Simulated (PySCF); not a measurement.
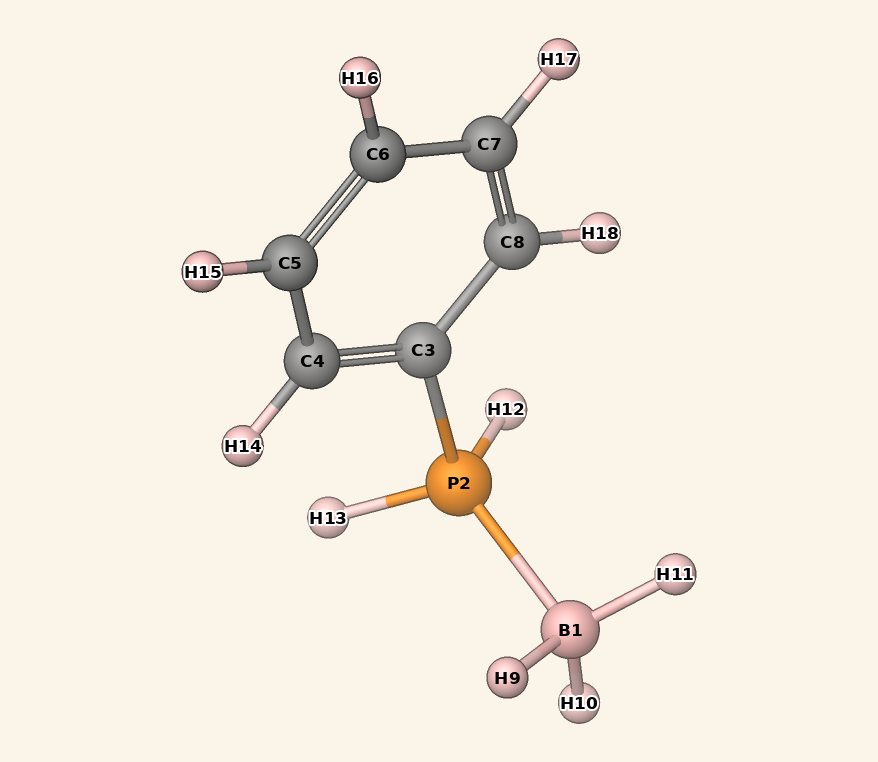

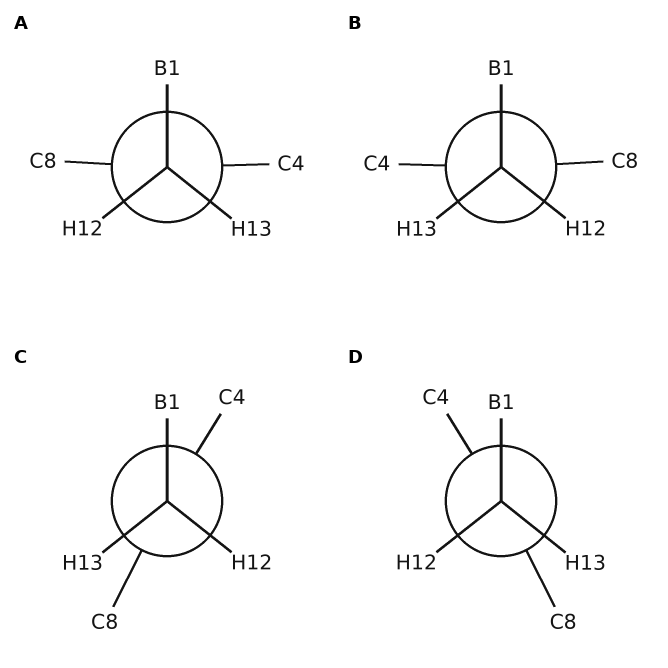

Distant atoms are faded towards the background colour. Bonds that would overlap in a projection are set slightly apart. The computed structure is the end point of a PBE0-D3(BJ)/def2-SVP optimisation. No frequency run is at hand to confirm it as a minimum.

Which Newman projection shows the view along P2–C3, with P2 in front?

Answer. B. The torsion angle B1–P2–C3–C4 is −88°, about perpendicular.
